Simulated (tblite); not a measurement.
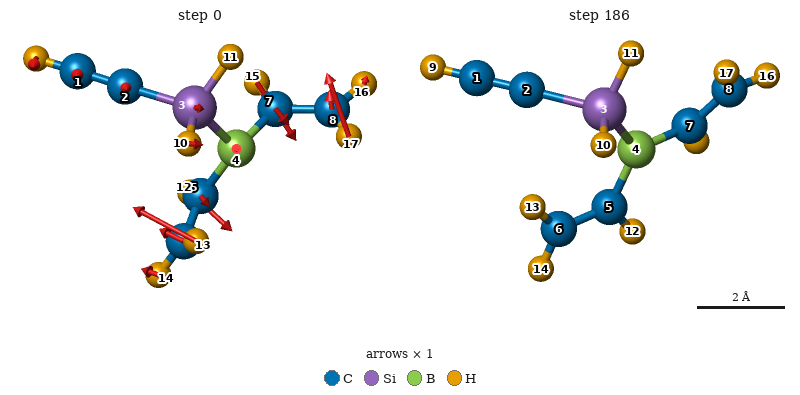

The structure of C$_{6}$H$_{9}$BSi before (left) and after (right) a relaxation, at one scale. The red arrows give the displacements, at their true length.

Style: ball-and-stick. Shown at a tilt.

Theory: GFN2-xTB geometry optimisation, gas phase in tblite 0.8.0. 

**Summarise the run.**

Over 186 geometry steps the energy falls by 16.6 kcal/mol. The atom that moves furthest after the best rigid fit is H13 (1.78 Å). Largest moves by element: H 1.78 Å, C 0.73 Å, B 0.25 Å, Si 0.25 Å. Among the contacts that change: C2–Si3 1.812 → 1.862 Å, C1–C2 1.223 → 1.202 Å, Si3–H10 1.464 → 1.482 Å, C1–H9 1.070 → 1.053 Å. Among the angles between lasting bonds that change: B4–Si3–H11 106.2° → 117.8°, H13–C6–H14 125.2° → 115.7°, B4–C7–C8 116.1° → 125.2°. Cost: 1.1 s on 1 thread of Arm Neoverse V2, with other jobs on the host.
